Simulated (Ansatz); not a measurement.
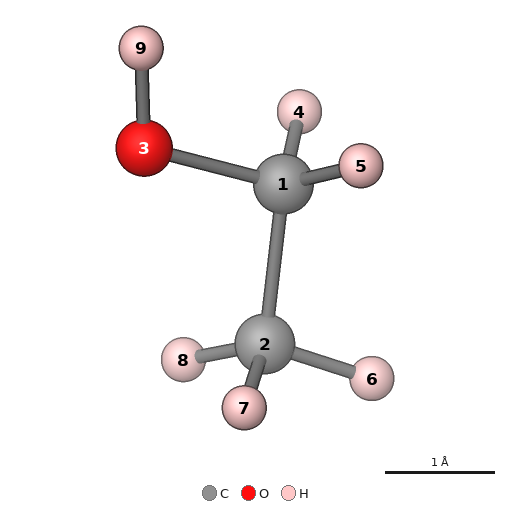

(Drawn from a calculation with Ansatz.)

Orthographic view. Depth is shown by fading: the farther an atom, the more it takes the colour of the background. Geometry: a fixed input geometry, not necessarily a minimum.

List the bonded neighbours of every atom.

C1: C2, O3, H4, H5
C2: C1, H6, H7, H8
O3: C1, H9
H4: C1
H5: C1
H6: C2
H7: C2
H8: C2
H9: O3
